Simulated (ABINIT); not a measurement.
# InF (Pm-3m): from the cell to the phonon bands, part 4 of 4

How does InF (Pm-3m) vibrate, and is this structure a minimum?

ABINIT 10.8.3; DFT PBEsol, scalar-relativistic, plane waves, PseudoDojo norm-conserving pseudopotentials.

So far. Step 8 (Zone-centre response): The acoustic modes at Γ come out as far as 3.0 cm⁻¹ from zero, where they should vanish, a small numerical error. The lowest optical mode is imaginary, 115i cm⁻¹, an instability at this level and on this k mesh. The relaxed cell has a = 3.272 Å (conventional setting).

The structure was built from a prototype and need not be the compound's stable phase.

**10. Dispersion**

anaddb transforms the dynamical matrices to force constants and back along the path; points of the mesh come back as solved, but for the sum rule and, in polar crystals, the LO-TO term at Γ; the rest is interpolation.

Input file anaddb.abi:

```
ddb_filepath "all_DDB"
output_file "anaddb.abo"
outdata_prefix "anaddb"
ifcflag 1
ngqpt 4 4 4
nqshft 1
q1shft 0.0 0.0 0.0
asr 1
chneut 0
dipdip 0
dipquad 0
quadquad 0
enunit 0
eivec 0
nph1l 62
qph1l 
    0.0 0.0 0.0 1.0
    0.0 0.05 0.0 1.0
    0.0 0.1 0.0 1.0
    0.0 0.15 0.0 1.0
    0.0 0.2 0.0 1.0
    0.0 0.25 0.0 1.0
    0.0 0.3 0.0 1.0
    0.0 0.35 0.0 1.0
    0.0 0.4 0.0 1.0
    0.0 0.45 0.0 1.0
    0.0 0.5 0.0 1.0
    0.05 0.5 0.0 1.0
    0.1 0.5 0.0 1.0
    0.15 0.5 0.0 1.0
    0.2 0.5 0.0 1.0
    0.25 0.5 0.0 1.0
    0.3 0.5 0.0 1.0
    0.35 0.5 0.0 1.0
    0.4 0.5 0.0 1.0
    0.45 0.5 0.0 1.0
    0.5 0.5 0.0 1.0
    0.45 0.45 0.0 1.0
    0.4 0.4 0.0 1.0
    0.35 0.35 0.0 1.0
    0.3 0.3 0.0 1.0
    0.25 0.25 0.0 1.0
    0.2 0.2 0.0 1.0
    0.15 0.15 0.0 1.0
    0.1 0.1 0.0 1.0
    0.05 0.05 0.0 1.0
    0.0 0.0 0.0 1.0
    0.05 0.05 0.05 1.0
    0.1 0.1 0.1 1.0
    0.15 0.15 0.15 1.0
    0.2 0.2 0.2 1.0
    0.25 0.25 0.25 1.0
    0.3 0.3 0.3 1.0
    0.35 0.35 0.35 1.0
    0.4 0.4 0.4 1.0
    0.45 0.45 0.45 1.0
    0.5 0.5 0.5 1.0
    0.45 0.5 0.45 1.0
    0.4 0.5 0.4 1.0
    0.35 0.5 0.35 1.0
    0.3 0.5 0.3 1.0
    0.25 0.5 0.25 1.0
    0.2 0.5 0.2 1.0
    0.15 0.5 0.15 1.0
    0.1 0.5 0.1 1.0
    0.05 0.5 0.05 1.0
    0.0 0.5 0.0 1.0
    0.5 0.5 0.5 1.0
    0.5 0.5 0.45 1.0
    0.5 0.5 0.4 1.0
    0.5 0.5 0.35 1.0
    0.5 0.5 0.3 1.0
    0.5 0.5 0.25 1.0
    0.5 0.5 0.2 1.0
    0.5 0.5 0.15 1.0
    0.5 0.5 0.1 1.0
    0.5 0.5 0.05 1.0
    0.5 0.5 0.0 1.0
```

Input file mrgddb.in:

```
all_DDB
merged
10
dfpt_gammao_DDB
dfpt_qo_DS1_DDB
dfpt_qo_DS2_DDB
dfpt_qo_DS3_DDB
dfpt_qo_DS4_DDB
dfpt_qo_DS5_DDB
dfpt_qo_DS6_DDB
dfpt_qo_DS7_DDB
dfpt_qo_DS8_DDB
dfpt_qo_DS9_DDB
```

Run with:

```bash
$ mrgddb < mrgddb.in > mrgddb.log
$ OMP_NUM_THREADS=1 anaddb anaddb.abi > anaddb.log
```

anaddb.abo, the main output file:

```text
[banners, grids, parts of the stress and lines that vanish by symmetry left out]
-outvars_anaddb: echo values of input variables ----------------------

 Flags :
[...]
Phonon wavevector (reduced coordinates) :  0.00000  0.00000  0.00000
 Phonon energies in Hartree :
[...]
Phonon frequencies in cm-1    :
- -1.150911E+02 -1.150911E+02 -1.150911E+02  0.000000E+00  0.000000E+00
-  0.000000E+00
[...]
Phonon wavevector (reduced coordinates) :  0.00000  0.05000  0.00000
 Phonon energies in Hartree :
[...]
Phonon frequencies in cm-1    :
- -1.131859E+02 -1.131859E+02 -9.679752E+01 -2.117392E+00 -2.117392E+00
-  2.043444E+01
[...]
Phonon wavevector (reduced coordinates) :  0.00000  0.10000  0.00000
 Phonon energies in Hartree :
[...]
Phonon frequencies in cm-1    :
- -1.075265E+02 -1.075265E+02 -1.926040E+00 -1.926040E+00  2.497488E+01
-  4.718325E+01
[...]
Phonon wavevector (reduced coordinates) :  0.00000  0.15000  0.00000
 Phonon energies in Hartree :
[...]
Phonon frequencies in cm-1    :
- -9.833855E+01 -9.833855E+01  7.321836E+00  7.321836E+00  5.462192E+01
-  1.276598E+02
[...]
Phonon wavevector (reduced coordinates) :  0.00000  0.20000  0.00000
 Phonon energies in Hartree :
[...]
Phonon frequencies in cm-1    :
- -8.630352E+01 -8.630352E+01  1.704773E+01  1.704773E+01  6.913368E+01
-  1.783811E+02
[...]
Phonon wavevector (reduced coordinates) :  0.00000  0.25000  0.00000
 Phonon energies in Hartree :
[...]
Phonon frequencies in cm-1    :
- -7.344894E+01 -7.344894E+01  3.110886E+01  3.110886E+01  8.114321E+01
-  2.116644E+02
  Phonon wavevector (reduced coordinates) :  0.00000  0.30000  0.00000
 Phonon energies in Hartree :
[...]
Phonon frequencies in cm-1    :
- -6.367441E+01 -6.367441E+01  4.861097E+01  4.861097E+01  9.175201E+01
-  2.304695E+02
  Phonon wavevector (reduced coordinates) :  0.00000  0.35000  0.00000
 Phonon energies in Hartree :
[...]
Phonon frequencies in cm-1    :
- -5.878610E+01 -5.878610E+01  6.508768E+01  6.508768E+01  1.021271E+02
-  2.372351E+02
  Phonon wavevector (reduced coordinates) :  0.00000  0.40000  0.00000
 Phonon energies in Hartree :
[...]
Phonon frequencies in cm-1    :
- -5.694804E+01 -5.694804E+01  7.738415E+01  7.738415E+01  1.126414E+02
-  2.354644E+02
  Phonon wavevector (reduced coordinates) :  0.00000  0.45000  0.00000
 Phonon energies in Hartree :
[...]
Phonon frequencies in cm-1    :
- -5.638364E+01 -5.638364E+01  8.477638E+01  8.477638E+01  1.216708E+02
-  2.301893E+02
  Phonon wavevector (reduced coordinates) :  0.00000  0.50000  0.00000
 Phonon energies in Hartree :
[...]
Phonon frequencies in cm-1    :
- -5.627040E+01 -5.627040E+01  8.723309E+01  8.723309E+01  1.254769E+02
-  2.273808E+02
  Phonon wavevector (reduced coordinates) :  0.05000  0.50000  0.00000
 Phonon energies in Hartree :
[...]
Phonon frequencies in cm-1    :
- -5.663719E+01 -5.417967E+01  8.640461E+01  8.694199E+01  1.247206E+02
-  2.219419E+02
  Phonon wavevector (reduced coordinates) :  0.10000  0.50000  0.00000
 Phonon energies in Hartree :
[...]
Phonon frequencies in cm-1    :
- -5.766729E+01 -4.766366E+01  8.326493E+01  8.614752E+01  1.224656E+02
-  2.059319E+02
  Phonon wavevector (reduced coordinates) :  0.15000  0.50000  0.00000
 Phonon energies in Hartree :
[...]
Phonon frequencies in cm-1    :
- -5.917489E+01 -3.550187E+01  7.592426E+01  8.506307E+01  1.187545E+02
-  1.801615E+02
[...]
Phonon wavevector (reduced coordinates) :  0.40000  0.50000  0.40000
 Phonon energies in Hartree :
[...]
Phonon frequencies in cm-1    :
-  5.709586E+01  6.190025E+01  7.000801E+01  1.126182E+02  1.149521E+02
-  1.362149E+02
  Phonon wavevector (reduced coordinates) :  0.35000  0.50000  0.35000
 Phonon energies in Hartree :
[...]
Phonon frequencies in cm-1    :
-  4.646258E+01  5.670393E+01  7.538664E+01  8.050808E+01  8.185509E+01
-  1.326402E+02
  Phonon wavevector (reduced coordinates) :  0.30000  0.50000  0.30000
 Phonon energies in Hartree :
[...]
Phonon frequencies in cm-1    :
-  1.754226E+01  3.158464E+01  3.177416E+01  5.510576E+01  8.346781E+01
-  1.280339E+02
  Phonon wavevector (reduced coordinates) :  0.25000  0.50000  0.25000
 Phonon energies in Hartree :
[...]
Phonon frequencies in cm-1    :
- -4.414049E+01 -4.280120E+01 -9.755982E+00  5.419131E+01  9.306614E+01
-  1.227157E+02
  Phonon wavevector (reduced coordinates) :  0.20000  0.50000  0.20000
 Phonon energies in Hartree :
[...]
Phonon frequencies in cm-1    :
- -4.279710E+01 -3.336062E+01 -3.280206E+01  8.403175E+01  1.030631E+02
-  1.164353E+02
  Phonon wavevector (reduced coordinates) :  0.15000  0.50000  0.15000
 Phonon energies in Hartree :
[...]
Phonon frequencies in cm-1    :
- -4.383672E+01 -3.912409E+01  2.516439E+01  1.085482E+02  1.122033E+02
-  1.380553E+02
[...]
Phonon wavevector (reduced coordinates) :  0.50000  0.50000  0.05000
 Phonon energies in Hartree :
[...]
Phonon frequencies in cm-1    :
- -1.176973E+02 -1.176973E+02 -6.600987E+01  8.160521E+01  8.160521E+01
-  8.533714E+01
  Phonon wavevector (reduced coordinates) :  0.50000  0.50000  0.00000
 Phonon energies in Hartree :
[...]
Phonon frequencies in cm-1    :
- -1.213859E+02 -1.213859E+02 -6.713537E+01  8.193896E+01  8.193896E+01
-  8.320064E+01
-
```

Wall time 0.69 s (1 thread of Intel Xeon at 2.70GHz, shared host).

This step gave:

```
lowest frequency on the path : -126.3 cm⁻¹
```

Anaddb. Phonon branches along the path, in cm⁻¹:

```tsv
point	branch 1	branch 2	branch 3	branch 4	branch 5	branch 6
Γ	-115	-115	-115	0	0	0
X	-56	-56	87	87	126	227
M	-121	-121	-67	82	82	83
Γ	-115	-115	-115	0	0	0
R	66	66	66	139	139	139
X	-56	-56	87	87	126	227
jump to R	66	66	66	139	139	139
M	-121	-121	-67	82	82	83
```

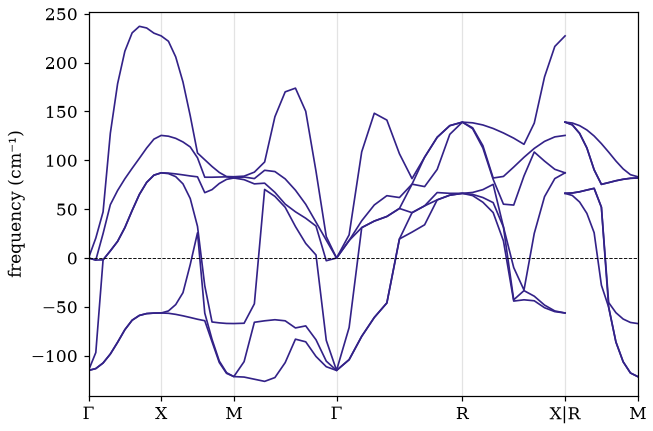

Phonon branches along the path.

The path dips to 126i cm⁻¹.

**11. Density of states**

Sums over the zone need many more wavevectors than were solved, so the interpolation is sampled on a dense mesh.

Input file anaddb.abi:

```
ddb_filepath "all_DDB"
output_file "anaddb.abo"
outdata_prefix "anaddb"
ifcflag 1
ngqpt 4 4 4
nqshft 1
q1shft 0.0 0.0 0.0
asr 1
chneut 0
dipdip 0
dipquad 0
quadquad 0
prtdos 2
ng2qpt 14 14 14
dosdeltae 4.5563e-06
ntemper 11
temperinc 100.0
tempermin 0.0
```

Run with:

```bash
$ OMP_NUM_THREADS=1 anaddb anaddb.abi > anaddb.log
```

anaddb.abo, the main output file:

```text
[banners, grids, parts of the stress and lines that vanish by symmetry left out]
-outvars_anaddb: echo values of input variables ----------------------

 Flags :
     ifcflag         1
 Miscellaneous information :
         asr         1
      chneut         0
 Interatomic Force Constants Inputs :
      dipdip         0
     dipquad         0
    quadquad         0
      ifcana         0
      ifcout         0
 Description of grid 1 :
        brav         1
       ngqpt         4         4         4
      nqshft         1
      q1shft
                     0.00000000E+00  0.00000000E+00  0.00000000E+00
 Phonon DOS information :
   dosdeltae  4.55630000E-06
    dossmear  4.55633525E-06
 Description of grid 2 (Fourier interp. or BZ sampling):
      ng2qpt        14        14        14
      ngrids         4
      q2shft         0.00000000E+00  0.00000000E+00  0.00000000E+00

================================================================================

 read the DDB information and perform some checks

  ==== Info on the Cryst% object ====
 Real(R)+Recip(G) space primitive vectors, cartesian coordinates (Bohr,Bohr^-1):
 R(1)=  6.1822789  0.0000000  0.0000000  G(1)=  0.1617527  0.0000000  0.0000000
 R(2)=  0.0000000  6.1822789  0.0000000  G(2)=  0.0000000  0.1617527  0.0000000
 R(3)=  0.0000000  0.0000000  6.1822789  G(3)=  0.0000000  0.0000000  0.1617527
 Unit cell volume ucvol=  2.3629024E+02 bohr^3
 Angles (23,13,12)=  9.00000000E+01  9.00000000E+01  9.00000000E+01 degrees
 Time-reversal symmetry is present
 Reduced atomic positions [iatom, xred, symbol]:
    1)    0.0000000  0.0000000  0.0000000  In
    2)    0.5000000  0.5000000  0.5000000   F

 DDB file with 10 blocks has been read.

================================================================================

 Calculation of the interatomic forces

       Homogeneous q point set in the B.Z.
 Grid q points  :       64
  1)   0.00000000E+00  0.00000000E+00  0.00000000E+00
  2)   2.50000000E-01  0.00000000E+00  0.00000000E+00
  3)   5.00000000E-01  0.00000000E+00  0.00000000E+00
  4)  -2.50000000E-01  0.00000000E+00  0.00000000E+00
  5)   0.00000000E+00  2.50000000E-01  0.00000000E+00
  6)   2.50000000E-01  2.50000000E-01  0.00000000E+00
  7)   5.00000000E-01  2.50000000E-01  0.00000000E+00
  8)  -2.50000000E-01  2.50000000E-01  0.00000000E+00
  9)   0.00000000E+00  5.00000000E-01  0.00000000E+00
 10)   2.50000000E-01  5.00000000E-01  0.00000000E+00
 11)   5.00000000E-01  5.00000000E-01  0.00000000E+00
 12)  -2.50000000E-01  5.00000000E-01  0.00000000E+00
 13)   0.00000000E+00 -2.50000000E-01  0.00000000E+00
 14)   2.50000000E-01 -2.50000000E-01  0.00000000E+00
[...]
58)   2.50000000E-01  5.00000000E-01 -2.50000000E-01
 59)   5.00000000E-01  5.00000000E-01 -2.50000000E-01
 60)  -2.50000000E-01  5.00000000E-01 -2.50000000E-01
 61)   0.00000000E+00 -2.50000000E-01 -2.50000000E-01
 62)   2.50000000E-01 -2.50000000E-01 -2.50000000E-01
 63)   5.00000000E-01 -2.50000000E-01 -2.50000000E-01
 64)  -2.50000000E-01 -2.50000000E-01 -2.50000000E-01

 The interatomic forces have been obtained

================================================================================

 Calculation of phonon density of states

 Average speed of sound partial sums:     0.8029850697E-03 (at units)
-                                   =           1.7567 [km/s]

 Debye frequency from partial sums:     0.5062626268E-03 (Ha)
-                                 =     0.3331048065E+01 (THz)
-Debye temperature from partial sums:     0.1598650935E+03 (K)

 Average speed of sound:     0.4942491473E-04 (at units)
-                      =           0.1081 [km/s]

 Debye frequency from DOS:     0.3116121097E-04 (Ha)
-                        =     0.2050309188E+00 (THz)
-Debye temperature from DOS:     0.9839932166E+01 (K)

-
```

Run time: 0.85 s. Hardware: 1 thread.

This step gave:

| Item | Value |
| --- | --- |
| share of modes beyond 3i cm⁻¹ on the dense interpolated mesh | 0.3223 |

The phonon density of states has structure finer than the step of the table below, so its rows give means over 25 cm⁻¹, whole bins alone (the curve runs from -151 to 257 cm⁻¹). Peaks (cm⁻¹: height): -57.4: 0.0490, 44.6: 0.0333, 70.6: 0.0535, 84.6: 0.053.

Tetrahedra. Table of phonon density of states by wavenumber; means over each step:

```tsv
wavenumber (cm⁻¹)	phonon density of states (1/cm⁻¹/cell)
-125	0.00160
-100	0.00943
-75	0.0229
-50	0.0320
-25	0.00881
0	0.00706
25	0.0164
50	0.0295
75	0.0467
100	0.0341
125	0.0156
150	0.00583
175	0.00562
200	0.00321
225	0.00154
```

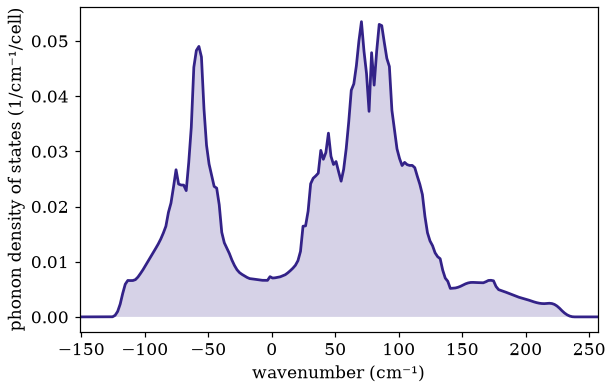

Phonon density of states, plotted against wavenumber.

**12. Outcome**

```
space group after relaxation                                       : Pm-3m
volume per atom                                                    : 17.5 Å³
highest optical zone-centre mode (no LO-TO term)                   : -113.8 cm⁻¹
q mesh                                                             : 4×4×4
lowest mode on the q mesh (acoustic ones at the zone centre apart) : -121 cm⁻¹
imaginary modes on the q mesh                                      : yes
```

In words: InF (Pm-3m) is unstable: a mode solved on the 4×4×4 mesh is imaginary, 121i cm⁻¹; its spectrum reaches 237 cm⁻¹. At the PBEsol level the optical modes of InF (Pm-3m) at the zone centre lie at 114i cm⁻¹, so the structure is a saddle point, with 3 modes beyond 10i cm⁻¹ there. The base run prints -0.40 GPa, mostly the error of a finite basis; the relaxation, with a smoothed and higher cutoff, had brought the cell to rest. The most unstable solved mode lies at q = (0.5, 0.5, 0), on the zone boundary, so the distortion that it points to doubles the cell. These are harmonic frequencies at zero temperature: anharmonic shifts and linewidths and thermal expansion are left out. In a metal the frequencies hang on the k mesh and the smearing, most of all near Kohn anomalies. The structure is a hypothetical one, built on a prototype.

[Host names and launcher messages were left out of these logs when they were recorded.]

[Logs are printed without paths, hosts, clocks, repeated set-up lines and the standing remarks that a program may print on its own settings, such as how far it seeks lower states.]

[Hosts, paths, dates, database ids (printed as entryN), source tags and the programs' standing remarks are cut or masked in the printed files.]
